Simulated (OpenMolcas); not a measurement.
Run report: BClF$_{2}$, single-point calculation (part 2 of 3)

Continued. System: BClF$_{2}$, multiplicity 3. Method: PBE0/aug-cc-pVDZ, UKS (OpenMolcas 26.06). The geometry is that of the parent species in another charge or spin state. The geometry comes from this level: PBE0-D4/def2-TZVP.

Geometry of the input (Å):
```
F  -0.1737  -1.2543  -0.5463
B  -0.0671  -0.0413  -0.0620
F  -1.0116  0.8301  -0.3177
Cl 1.3079  0.4053  0.9057
```

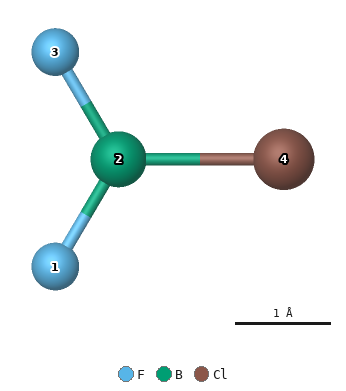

The structure as given in the input (ball-and-stick view, seen at a tilt; atoms are numbered from 1 in the order of the input).

### The program's output, continued
```
    3  -24.7979    1.0000          1 F1     1s     (-0.735),    47 F3     1s     ( 0.681),

    4   -9.6801    1.0000         71 CL4    1s     (-1.016),

    5   -7.4235    1.0000         79 CL4    2py    ( 0.924),

    6   -7.4064    1.0000         75 CL4    2px    ( 0.791),    83 CL4    2pz    ( 0.557),

    7   -7.4012    1.0000         75 CL4    2px    (-0.488),    83 CL4    2pz    ( 0.825),

    8   -6.8570    1.0000         24 B2     1s     ( 1.013),

    9   -1.2711    1.0000          2 F1     1s     ( 0.643),    26 B2     1s     (-0.373),    48 F3     1s     ( 0.644),

   10   -1.2440    1.0000          2 F1     1s     (-0.679),    48 F3     1s     ( 0.678),

   11   -0.9878    1.0000         72 CL4    1s     (-1.000),

   12   -0.6079    1.0000          8 F1     2py    ( 0.405),    25 B2     1s     ( 0.604),    51 F3     2px    ( 0.339),    76 CL4    2px    (-0.387),

   13   -0.5609    1.0000          8 F1     2py    ( 0.422),    11 F1     2pz    ( 0.272),    31 B2     2py    (-0.471),    32 B2     2py    ( 0.271),
                                  51 F3     2px    (-0.463),    80 CL4    2py    (-0.412),

   14   -0.5593    1.0000          5 F1     2px    ( 0.282),     8 F1     2py    (-0.388),    28 B2     2px    ( 0.377),    34 B2     2pz    ( 0.266),
                                  54 F3     2py    ( 0.460),    76 CL4    2px    (-0.438),    84 CL4    2pz    (-0.308),

   15   -0.5187    1.0000          5 F1     2px    ( 0.266),    11 F1     2pz    (-0.451),    34 B2     2pz    (-0.329),    51 F3     2px    ( 0.267),
                                  57 F3     2pz    (-0.451),    84 CL4    2pz    (-0.309),

   16   -0.4945    1.0000         80 CL4    2py    ( 0.850),

   17   -0.4578    1.0000          5 F1     2px    (-0.500),    11 F1     2pz    (-0.320),    51 F3     2px    (-0.435),    57 F3     2pz    (-0.338),
                                  76 CL4    2px    (-0.419),    84 CL4    2pz    (-0.295),

   18   -0.4543    1.0000          5 F1     2px    (-0.338),    11 F1     2pz    ( 0.572),    51 F3     2px    ( 0.339),    57 F3     2pz    (-0.573),

   19   -0.4490    1.0000         76 CL4    2px    ( 0.463),    84 CL4    2pz    (-0.784),

   20   -0.4368    1.0000          5 F1     2px    ( 0.564),     8 F1     2py    (-0.319),    54 F3     2py    (-0.569),    57 F3     2pz    (-0.320),
                                  80 CL4    2py    ( 0.285),

   21   -0.0884    1.0000         28 B2     2px    (-0.470),    34 B2     2pz    ( 0.796),

   22   -0.0169    0.0000         27 B2     1s     ( 1.622),    74 CL4    1s     (-0.947),

   23    0.0285    0.0000         30 B2     2px    (-0.549),    36 B2     2pz    ( 0.919),

   24    0.0289    0.0000          4 F1     1s     (-0.585),    29 B2     2px    (-0.406),    30 B2     2px    (-0.802),    36 B2     2pz    (-0.572),
                                  50 F3     1s     (-0.585),    74 CL4    1s     ( 0.753),

   25    0.0299    0.0000          4 F1     1s     (-1.117),    32 B2     2py    (-0.959),    33 B2     2py    ( 1.197),    50 F3     1s     ( 1.117),

   26    0.0505    0.0000          4 F1     1s     ( 1.332),    26 B2     1s     (-0.910),    27 B2     1s     (-0.764),    50 F3     1s     ( 1.333),
                                  78 CL4    2px    ( 1.034),    86 CL4    2pz    ( 0.727),

   27    0.0787    0.0000          4 F1     1s     ( 1.614),    33 B2     2py    (-1.037),    50 F3     1s     (-1.615),    82 CL4    2py    ( 1.794),

   28    0.0881    0.0000         27 B2     1s     (-1.699),    74 CL4    1s     ( 1.791),    78 CL4    2px    (-1.219),

   29    0.0919    0.0000         36 B2     2pz    ( 0.941),    78 CL4    2px    ( 0.923),    86 CL4    2pz    (-1.566),

   30    0.1416    0.0000         74 CL4    1s     ( 6.380),

   31    0.1597    0.0000          4 F1     1s     (-3.245),    32 B2     2py    (-2.851),    50 F3     1s     ( 3.243),

   32    0.1657    0.0000          4 F1     1s     (-2.564),    26 B2     1s     ( 4.582),    50 F3     1s     (-2.567),

   33    0.1761    0.0000         40 B2     3d1-   ( 0.546),    46 B2     3d2+   ( 0.331),    90 CL4    3d1-   ( 0.308),

   34    0.1955    0.0000          4 F1     1s     (-8.579),    32 B2     2py    (-6.421),    50 F3     1s     ( 8.582),

   35    0.2246    0.0000          7 F1     2px    (-1.586),    10 F1     2py    ( 0.952),    38 B2     3d2-   (-1.159),    46 B2     3d2+   (-1.255),
                                  56 F3     2py    (-1.642),    59 F3     2pz    (-0.903),

   36    0.2250    0.0000          7 F1     2px    ( 0.755),    13 F1     2pz    (-1.259),    35 B2     2pz    ( 0.777),    36 B2     2pz    ( 0.778),
                                  53 F3     2px    ( 0.750),    59 F3     2pz    (-1.259),

   37    0.2347    0.0000         26 B2     1s     ( 4.045),    74 CL4    1s     ( 2.153),

   38    0.2355    0.0000          7 F1     2px    (-0.933),    13 F1     2pz    ( 1.578),    40 B2     3d1-   ( 0.931),    53 F3     2px    ( 0.932),
                                  59 F3     2pz    (-1.577),

   39    0.2486    0.0000          4 F1     1s     (-4.979),    26 B2     1s     ( 4.709),    50 F3     1s     (-4.982),    74 CL4    1s     ( 3.059),

   40    0.2642    0.0000         42 B2     3d0    ( 1.251),

   41    0.2726    0.0000          4 F1     1s     ( 1.050),     7 F1     2px    (-1.663),    10 F1     2py    ( 1.000),    50 F3     1s     (-1.053),
                                  56 F3     2py    ( 1.724),    59 F3     2pz    ( 0.934),

   42    0.3640    0.0000          4 F1     1s     ( 3.703),    26 B2     1s     (-2.899),    29 B2     2px    ( 2.762),    50 F3     1s     ( 3.715),
                                  74 CL4    1s     (-5.336),

   43    0.3763    0.0000          4 F1     1s     (-11.48),    32 B2     2py    (-6.360),    50 F3     1s     ( 11.47),

   44    0.3770    0.0000         26 B2     1s     (-5.659),    29 B2     2px    (-3.240),    74 CL4    1s     ( 4.167),

   45    0.4039    0.0000         29 B2     2px    (-1.026),    35 B2     2pz    ( 1.735),    86 CL4    2pz    (-1.089),

   46    0.4187    0.0000         13 F1     2pz    ( 1.484),    40 B2     3d1-   ( 1.842),    46 B2     3d2+   ( 1.121),    59 F3     2pz    (-1.484),

   47    0.4239    0.0000          4 F1     1s     ( 7.155),    26 B2     1s     (-9.830),    50 F3     1s     ( 7.166),

   48    0.4312    0.0000         29 B2     2px    (-1.662),    35 B2     2pz    ( 2.810),

   49    0.4413    0.0000          4 F1     1s     ( 4.243),    32 B2     2py    ( 4.972),    50 F3     1s     (-4.242),

--

      All orbitals with orbital energies smaller than  E(LUMO)+0.5 are printed

++    Molecular orbitals:
      -------------------

      Title: UKS-DFT orbitals (beta)

      Molecular orbitals for symmetry species 1: a

      Basis set list:
        1 F1     1s                 21 F1     3d1+               41 B2     3d0                61 F3     3d2-               81 CL4    2py
        2 F1     1s                 22 F1     3d2+               42 B2     3d0                62 F3     3d1-               82 CL4    2py
        3 F1     1s                 23 F1     3d2+               43 B2     3d1+               63 F3     3d1-               83 CL4    2pz
        4 F1     1s                 24 B2     1s                 44 B2     3d1+               64 F3     3d0                84 CL4    2pz
        5 F1     2px                25 B2     1s                 45 B2     3d2+               65 F3     3d0                85 CL4    2pz
        6 F1     2px                26 B2     1s                 46 B2     3d2+               66 F3     3d1+               86 CL4    2pz
        7 F1     2px                27 B2     1s                 47 F3     1s                 67 F3     3d1+               87 CL4    3d2-
        8 F1     2py                28 B2     2px                48 F3     1s                 68 F3     3d2+               88 CL4    3d2-
        9 F1     2py                29 B2     2px                49 F3     1s                 69 F3     3d2+               89 CL4    3d1-
       10 F1     2py                30 B2     2px                50 F3     1s                 70 CL4    1s                 90 CL4    3d1-
       11 F1     2pz                31 B2     2py                51 F3     2px                71 CL4    1s                 91 CL4    3d0
       12 F1     2pz                32 B2     2py                52 F3     2px                72 CL4    1s                 92 CL4    3d0
       13 F1     2pz                33 B2     2py                53 F3     2px                73 CL4    1s                 93 CL4    3d1+
       14 F1     3d2-               34 B2     2pz                54 F3     2py                74 CL4    1s                 94 CL4    3d1+
       15 F1     3d2-               35 B2     2pz                55 F3     2py                75 CL4    2px                95 CL4    3d2+
       16 F1     3d1-               36 B2     2pz                56 F3     2py                76 CL4    2px                96 CL4    3d2+
       17 F1     3d1-               37 B2     3d2-               57 F3     2pz                77 CL4    2px
       18 F1     3d0                38 B2     3d2-               58 F3     2pz                78 CL4    2px
       19 F1     3d0                39 B2     3d1-               59 F3     2pz                79 CL4    2py
       20 F1     3d1+               40 B2     3d1-               60 F3     3d2-               80 CL4    2py

  Index Energy  Occupation Coefficients ...

    1 -101.8640    1.0000         70 CL4    1s     ( 1.000),

    2  -24.7918    1.0000          1 F1     1s     ( 0.650),    47 F3     1s     ( 0.764),

    3  -24.7917    1.0000          1 F1     1s     (-0.764),    47 F3     1s     ( 0.650),

    4   -9.6737    1.0000         71 CL4    1s     (-1.016),

    5   -7.4033    1.0000         75 CL4    2px    ( 0.791),    83 CL4    2pz    ( 0.557),

    6   -7.4018    1.0000         79 CL4    2py    ( 0.924),

    7   -7.3964    1.0000         75 CL4    2px    (-0.488),    83 CL4    2pz    ( 0.825),

    8   -6.8466    1.0000         24 B2     1s     ( 1.012),

    9   -1.2569    1.0000          2 F1     1s     ( 0.638),    26 B2     1s     (-0.353),    48 F3     1s     ( 0.639),

   10   -1.2301    1.0000          2 F1     1s     (-0.673),    48 F3     1s     ( 0.672),

   11   -0.9352    1.0000         72 CL4    1s     (-0.992),

   12   -0.5862    1.0000          8 F1     2py    ( 0.485),    25 B2     1s     ( 0.556),    26 B2     1s     (-0.280),    51 F3     2px    ( 0.359),
                                  54 F3     2py    (-0.363),    76 CL4    2px    (-0.292),

   13   -0.5420    1.0000          8 F1     2py    ( 0.514),    11 F1     2pz    ( 0.282),    31 B2     2py    (-0.503),    32 B2     2py    ( 0.303),
                                  51 F3     2px    (-0.500),    54 F3     2py    ( 0.295),

   14   -0.5409    1.0000          5 F1     2px    ( 0.274),     8 F1     2py    (-0.296),    28 B2     2px    ( 0.369),    54 F3     2py    ( 0.384),
                                  76 CL4    2px    (-0.523),    84 CL4    2pz    (-0.368),

   15   -0.4874    1.0000          5 F1     2px    ( 0.277),    11 F1     2pz    (-0.469),    34 B2     2pz    (-0.252),    51 F3     2px    ( 0.278),
                                  57 F3     2pz    (-0.470),    84 CL4    2pz    (-0.286),

   16   -0.4338    1.0000          5 F1     2px    (-0.497),    11 F1     2pz    (-0.313),    51 F3     2px    (-0.421),    57 F3     2pz    (-0.334),
                                  76 CL4    2px    (-0.418),    84 CL4    2pz    (-0.295),

   17   -0.4319    1.0000          5 F1     2px    (-0.334),    11 F1     2pz    ( 0.565),    51 F3     2px    ( 0.334),    57 F3     2pz    (-0.564),

   18   -0.4253    1.0000          5 F1     2px    ( 0.505),     8 F1     2py    (-0.362),    54 F3     2py    (-0.568),    80 CL4    2py    (-0.297),

   19   -0.4232    1.0000         76 CL4    2px    ( 0.470),    84 CL4    2pz    (-0.795),

   20   -0.3154    0.0000         80 CL4    2py    ( 0.854),

   21   -0.0019    0.0000         27 B2     1s     ( 1.820),    74 CL4    1s     (-1.112),

   22    0.0353    0.0000          4 F1     1s     (-1.103),    32 B2     2py    (-0.954),    33 B2     2py    ( 1.239),    50 F3     1s     ( 1.101),

   23    0.0356    0.0000         30 B2     2px    (-0.509),    36 B2     2pz    ( 0.892),

   24    0.0358    0.0000          4 F1     1s     (-0.728),    26 B2     1s     ( 0.430),    27 B2     1s     ( 0.478),    29 B2     2px    (-0.443),
                                  30 B2     2px    (-0.804),    36 B2     2pz    (-0.546),    50 F3     1s     (-0.731),    74 CL4    1s     ( 0.714),

   25    0.0618    0.0000         28 B2     2px    ( 0.352),    34 B2     2pz    (-0.594),    35 B2     2pz    (-0.306),    78 CL4    2px    (-0.338),
                                  86 CL4    2pz    ( 0.576),

   26    0.0650    0.0000          4 F1     1s     (-1.399),    26 B2     1s     ( 0.963),    30 B2     2px    ( 0.779),    50 F3     1s     (-1.400),
                                  74 CL4    1s     ( 0.728),    78 CL4    2px    (-1.368),    86 CL4    2pz    (-0.962),

   27    0.0899    0.0000          4 F1     1s     (-1.441),    33 B2     2py    ( 0.976),    50 F3     1s     ( 1.441),    82 CL4    2py    (-1.815),

   28    0.1045    0.0000         36 B2     2pz    ( 0.964),    78 CL4    2px    ( 0.863),    86 CL4    2pz    (-1.460),

   29    0.1243    0.0000         27 B2     1s     ( 2.137),    74 CL4    1s     (-2.768),

   30    0.1535    0.0000         74 CL4    1s     (-5.964),

   31    0.1752    0.0000          4 F1     1s     (-2.498),    26 B2     1s     ( 4.397),    50 F3     1s     (-2.492),

   32    0.1783    0.0000          4 F1     1s     (-5.491),    32 B2     2py    (-4.493),    50 F3     1s     ( 5.495),

--

++    Molecular charges:
      ------------------

      Mulliken charges per centre and basis function type
      ---------------------------------------------------

                            F1                      B2                      F3                      CL4
                     alpha        beta       alpha        beta       alpha        beta       alpha        beta
      1s           2.0171      2.0161      1.1617      1.1609      2.0171      2.0161      3.0190      3.0094
      2px          0.9456      0.8766      0.3963      0.1802      0.8559      0.8304      1.8488      1.7357
      2pz          0.9185      0.8979      0.7471      0.1379      0.9357      0.9067      1.9041      1.9050
      2py          0.8093      0.8183      0.2832      0.2028      0.8817      0.8557      1.9877      1.2501
      3d2+         0.0016      0.0016      0.0385      0.0491      0.0025      0.0025      0.0146      0.0046
      3d1+         0.0005      0.0006      0.0176      0.0215      0.0020      0.0017      0.0220      0.0070
      3d0          0.0013      0.0010      0.0210      0.0128      0.0005      0.0006      0.0615      0.0023
      3d1-         0.0032      0.0022      0.0228      0.0316      0.0021      0.0011      0.0034      0.0030
      3d2-         0.0020      0.0021      0.0361      0.0486      0.0015      0.0017      0.0165      0.0045
      Total        4.6991      4.6165      2.7243      1.8454      4.6990      4.6164      8.8776      7.9218
      Total              9.3156                  4.5697                  9.3154                 16.7994

      Charge           -0.3156                  0.4303                 -0.3154                  0.2006

      Total electronic charge=   40.000000

      Total            charge=   -0.000000
--

++    Molecular orbitals:
      -------------------

      Title: Natural orbitals

      Molecular orbitals for symmetry species 1: a

      Basis set list:
        1 F1     1s                 21 F1     3d1+               41 B2     3d0                61 F3     3d2-               81 CL4    2py
        2 F1     1s                 22 F1     3d2+               42 B2     3d0                62 F3     3d1-               82 CL4    2py
        3 F1     1s                 23 F1     3d2+               43 B2     3d1+               63 F3     3d1-               83 CL4    2pz
        4 F1     1s                 24 B2     1s                 44 B2     3d1+               64 F3     3d0                84 CL4    2pz
        5 F1     2px                25 B2     1s                 45 B2     3d2+               65 F3     3d0                85 CL4    2pz
        6 F1     2px                26 B2     1s                 46 B2     3d2+               66 F3     3d1+               86 CL4    2pz
        7 F1     2px                27 B2     1s                 47 F3     1s                 67 F3     3d1+               87 CL4    3d2-
        8 F1     2py                28 B2     2px                48 F3     1s                 68 F3     3d2+               88 CL4    3d2-
        9 F1     2py                29 B2     2px                49 F3     1s                 69 F3     3d2+               89 CL4    3d1-
       10 F1     2py                30 B2     2px                50 F3     1s                 70 CL4    1s                 90 CL4    3d1-
       11 F1     2pz                31 B2     2py                51 F3     2px                71 CL4    1s                 91 CL4    3d0
       12 F1     2pz                32 B2     2py                52 F3     2px                72 CL4    1s                 92 CL4    3d0
       13 F1     2pz                33 B2     2py                53 F3     2px                73 CL4    1s                 93 CL4    3d1+
       14 F1     3d2-               34 B2     2pz                54 F3     2py                74 CL4    1s                 94 CL4    3d1+
       15 F1     3d2-               35 B2     2pz                55 F3     2py                75 CL4    2px                95 CL4    3d2+
       16 F1     3d1-               36 B2     2pz                56 F3     2py                76 CL4    2px                96 CL4    3d2+
       17 F1     3d1-               37 B2     3d2-               57 F3     2pz                77 CL4    2px
       18 F1     3d0                38 B2     3d2-               58 F3     2pz                78 CL4    2px
       19 F1     3d0                39 B2     3d1-               59 F3     2pz                79 CL4    2py
       20 F1     3d1+               40 B2     3d1-               60 F3     3d2-               80 CL4    2py

  Index Energy  Occupation Coefficients ...

    1 -101.8671    2.0000         70 CL4    1s     ( 1.000),

    2  -24.7835    2.0000          1 F1     1s     ( 0.682),    47 F3     1s     ( 0.736),

    3  -24.7741    2.0000          1 F1     1s     (-0.735),    47 F3     1s     ( 0.681),

    4   -9.6571    2.0000         71 CL4    1s     (-1.012),

    5   -7.4125    2.0000         79 CL4    2py    ( 0.924),

    6   -7.4060    2.0000         75 CL4    2px    (-0.790),    83 CL4    2pz    (-0.556),
```
